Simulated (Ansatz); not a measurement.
**Response to strain in MoTe2**

Start from MoTe$_{2}$ (space group P6_3/mmc, No. 194; a = 3.497 Å, c = 13.696 Å; layered, stacked along the Cartesian z axis).

Strains are applied to the cell and any free atomic positions relax.

Computed with PBE-D3(BJ) in Ansatz (plane waves to 420 eV, PAW, without spin-orbit coupling).

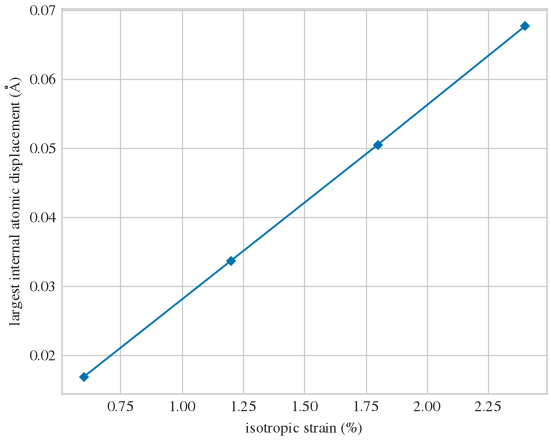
Largest internal atomic displacement against isotropic strain

Problem. From the plot, what is the largest internal atomic displacement for isotropic strain +2.40 %?

Solution. About 0.068 Å.

Problem. Is the trend monotonic over the range shown?

Solution. Yes, it rises throughout, spanning 0.017 Å to 0.068 Å.

Stability against distortions was not tested. The program warned that a D3 coordination switch lies within reach, so dispersion energies are less smooth here.

Ansatz is an electronic-structure program.
